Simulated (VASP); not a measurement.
Band structure of MgPt7 (space group Fm-3m). These are PBEsol GGA, VASP's PBE PAW potentials (set 64) (plane waves; VASP 6.6.1) values and carry that method's errors.

Unless said otherwise, spin-orbit coupling is left out, though it shifts the bands of the heavy elements here.

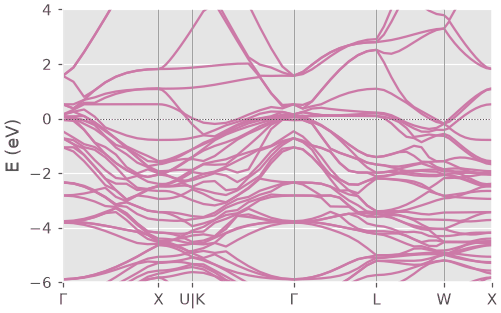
*Bands along high-symmetry lines, zero at the valence-band maximum or, without a gap, the Fermi level*

### Question
Read the plot: is there a gap, and where are the band edges?

### Answer
It has no gap at this level: it comes out as a metal or semimetal.

The structure comes from a computed database's MgPt7 entry (Fm-3m); how it stands against other phases isn't given here. The cell was not relaxed at this level.
